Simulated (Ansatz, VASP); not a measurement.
# Cross-check of ZnO (zincite) between VASP and Ansatz, part 3 of 3

One calculation is typed for both programs; each brings its own data sets. How far apart do they land?  Valence electrons are named where the data sets of a main pair hold unlike numbers.

VASP 6.6.1 and Ansatz 0.2.0.

So far. Step 4 (Comparison): The forces differ by 6.7 meV/Å r.m.s., which is 13.2 % of the r.m.s. force of 0.051 eV/Å (both taken over all components). Among the levels compared at these points, filled levels agree within 20 meV and empty ones within 37 meV.

**5. VASP: band structure, B3LYP with an exact-exchange share of 0.2 (continued)**

Level of this step: B3LYP; plane waves and PAW (Zn, O) (VASP).

Numbers of over 12 decimals in the logs are rounded to 6 here.

Parts of OUTCAR (step 5):

```text
 POSITION                                       TOTAL-FORCE (eV/Angst)
 -----------------------------------------------------------------------------------
     -0.00000      1.87599      2.60285         0.000000      0.000000     -0.078418
      1.62465      0.93799      0.00000        -0.000000      0.000000     -0.078418
      1.62465      0.93799      1.97302         0.000000     -0.000000      0.078418
     -0.00000      1.87599      4.57587        -0.000000      0.000000      0.078418
 -----------------------------------------------------------------------------------
    total drift:                               -0.000002     -0.000000     -0.000152

  FREE ENERGIE OF THE ION-ELECTRON SYSTEM (eV)
  ---------------------------------------------------
  free  energy   TOTEN  =       -21.5368169155 eV

  energy  without entropy=      -21.5368169155  energy(sigma->0) =      -21.53681692

[... 2 parts as in an earlier step ...]

[... 1 further part left out ...]
[key lines of the parts left out:]
E-fermi :   0.1647
```

**6. Ansatz: band structure, B3LYP with an exact-exchange share of 0.2**

The same cell, functional (in two slightly different forms), mesh and smearing now go to Ansatz, which takes its cutoff from its data sets.

Input file input.yaml:

```yaml
crystal:
  lattice:
    - [3.249308, 0.0, 0.0]
    - [-1.624654, 2.8139832727, 0.0]
    - [0.0, 0.0, 5.205709]
  atoms:
    - { symbol: Zn, position: [0.3333333333, 0.6666666667, 0.5] }
    - { symbol: Zn, position: [0.6666666667, 0.3333333333, 0.0] }
    - { symbol: O, position: [0.6666666667, 0.3333333333, 0.37901] }
    - { symbol: O, position: [0.3333333333, 0.6666666667, 0.87901] }
hamiltonian:
  xc: b3lyp
  pseudopotentials: { kind: paw }
kpoints:
  mp_grid: { grid: [5, 5, 3] }
  band_path:
    path:
      - [0.0, 0.0, 0.0]
      - [0.4, 0.0, 0.0]
      - [0.4, 0.2, 0.0]
      - [0.2, 0.2, 0.0]
      - [0.0, 0.0, 0.1]
      - [0.0, 0.0, 0.5]
      - [0.4, 0.0, 0.5]
      - [0.4, 0.2, 0.5]
      - [0.2, 0.2, 0.5]
      - [0.5, 0.0, 0.4]
      - [0.33333, 0.33333, 0.0]
      - [0.33333, 0.33333, 0.5]
    npoints: 1
scf:
  occupations: { method: gaussian, width: 0.02 }
  n_extra_bands: 8
output:
  forces: true
  stress: true
  eigenvalues: true
  write_density: true
  write_potential: true
  elf: true
  volumetric_format: npy
```

On the command line:

```sh
$ ansatz run input.yaml --threads 4 --pin off --max-ram 9216MiB --backend cpu --events-out ev --progress --plain --runs-dir out
```

Log:

```text
[...]
Crystal: 4 atoms, lattice volume = 47.598 Å³
Basis set: ecut = 420 eV, 941 PW (Γ), exchange–correlation on 48×48×72 points (8 copies of the dense FFT grid, shifted against one another)
Bands: 26, of which v1, the nominal top of the filled ones, is band 18 counted from 1 (17 counted from 0)
Symmetry: 12 space group operations
[...]
k-points: 10 of 75 (time reversal used)
[...]
--- Band table (eV; the first three rows and the last of 10) ---
  k-point 0: bands = [... 14 lower, 5.1008, 5.8975, 5.9571, 5.9571, 8.8402, 13.4427, 16.6612, 21.1813, ... 4 higher]
  k-point 1: bands = [... 14 lower, 5.3174, 5.3174, 5.7449, 5.7449, 10.4451, 12.5372, 17.4591, 19.9198, ... 4 higher]
  k-point 2: bands = [... 14 lower, 4.5508, 4.5941, 5.6024, 5.6774, 10.6847, 14.8396, 16.5652, 18.6245, ... 4 higher]
  k-point 9: bands = [... 14 lower, 3.0395, 3.9785, 4.2521, 4.7326, 14.7758, 15.4509, 16.4912, 17.1154, ... 4 higher]
[key lines of the parts left out:]
Free energy (F): -7794.266199 eV
Fermi energy:    7.398691 eV
P = ⅓ Tr σ = 4.4361 GPa (44.361 kbar)
```

Run time: 35 s. Hardware: 4 threads of Arm Neoverse V2, shared host; peak memory 0.78 GiB; 1.8 min of CPU time.

**7. Side by side**

What differs besides the data sets and the points named for the pairs above, as far as they apply: the cutoff is 420 eV in Ansatz and 520 eV in VASP; VASP's log shows a relativistic correction to its local exchange, Ansatz's none. Total energies have different zeros and are not compared.

The two programs side by side:

```
                     quantity  Ansatz   VASP  difference
gap over the path points (eV)   2.883  2.874      +0.009
```

Forces (eV/Å; atoms numbered as in POSCAR):

```
atom        Ansatz x, y, z          VASP x, y, z
 Zn1  0.000, 0.000, -0.074  0.000, 0.000, -0.078
 Zn2  0.000, 0.000, -0.074  0.000, 0.000, -0.078
  O3   0.000, 0.000, 0.074   0.000, 0.000, 0.078
  O4   0.000, 0.000, 0.074   0.000, 0.000, 0.078
```

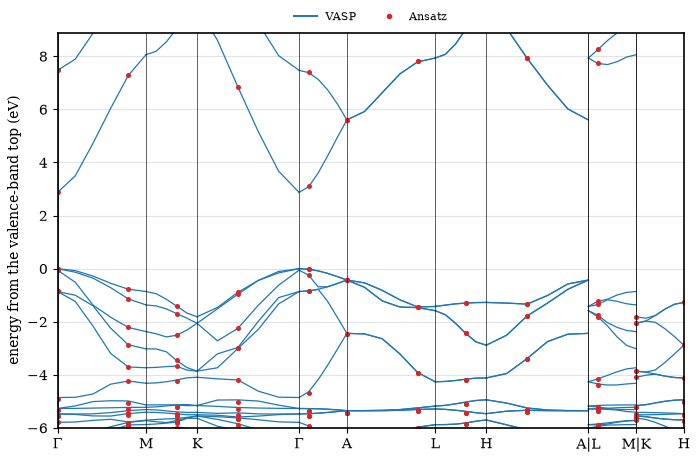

Bands from VASP (lines) and levels from Ansatz (dots). Dots without a line are higher empty bands that the VASP plot leaves out.

Levels at points of the path, from each program's valence-band top (eV; 4 filled, then empty):

```
k (reciprocal lattice)                                   Ansatz                                     VASP
     0.000 0.000 0.000    -0.86 -0.06 0.00 0.00 2.88 7.49 10.70    -0.86 -0.06 0.00 0.00 2.87 7.47 10.70
     0.400 0.000 0.000   -2.87 -2.20 -1.14 -0.77 7.29 9.76 9.94   -2.87 -2.22 -1.14 -0.77 7.28 9.74 9.92
     0.400 0.200 0.000   -3.44 -2.50 -1.69 -1.41 9.05 9.90 9.95   -3.46 -2.51 -1.69 -1.41 9.04 9.88 9.93
     0.200 0.200 0.000  -2.98 -2.25 -0.97 -0.89 6.86 9.99 10.90  -2.97 -2.25 -0.96 -0.89 6.85 9.98 10.88
     0.000 0.000 0.100  -0.83 -0.25 -0.02 -0.02 3.10 7.40 10.77  -0.84 -0.24 -0.02 -0.02 3.09 7.38 10.77
     0.000 0.000 0.500  -0.42 -0.42 -0.42 -0.42 5.61 5.61 12.53  -0.43 -0.43 -0.43 -0.43 5.60 5.60 12.52
     0.400 0.000 0.500  -1.46 -1.46 -1.44 -1.44 7.81 7.81 11.04  -1.47 -1.47 -1.44 -1.44 7.79 7.79 11.03
     0.400 0.200 0.500  -2.44 -2.44 -1.29 -1.29 9.05 9.05 10.93  -2.44 -2.44 -1.30 -1.30 9.03 9.03 10.92
     0.200 0.200 0.500  -1.78 -1.78 -1.33 -1.33 7.94 7.94 11.46  -1.78 -1.78 -1.33 -1.33 7.93 7.93 11.44
     0.500 0.000 0.400  -1.81 -1.75 -1.35 -1.22 7.75 8.27 10.72  -1.81 -1.75 -1.35 -1.23 7.73 8.25 10.71
```

The forces differ by 2.5 meV/Å r.m.s., which is 5.6 % of the r.m.s. force of 0.045 eV/Å (both taken over all components). Among the levels compared at these points, filled levels agree within 17 meV and empty ones within 26 meV.

**8. Outcome**

```
largest difference of a filled level at the path points (band structure, r2SCAN-EpsX with an exact-exchange share of 0.171) : 20 meV
r.m.s. force difference (band structure, r2SCAN-EpsX with an exact-exchange share of 0.171)                                 : 6.7 meV/Å
largest difference of a filled level at the path points (band structure, B3LYP with an exact-exchange share of 0.2)         : 17 meV
```

The r.m.s. force difference is 6.7 meV/Å (band structure, r2SCAN-EpsX with an exact-exchange share of 0.171), within the 12 meV/Å picked in this series as the mark of a large difference. How closely two codes agree says nothing of how well the functional describes the real material.

[Lines on the potential files, build, host, timing and source positions are cut from VASP's logs without a mark.]

[Logs are printed without paths, hosts, clocks, repeated set-up lines and the standing remarks that a program may print on its own settings, such as how far it seeks lower states.]

[Hosts, paths, dates, database ids (printed as entryN), source tags and the programs' standing remarks are cut or masked in the printed files.]
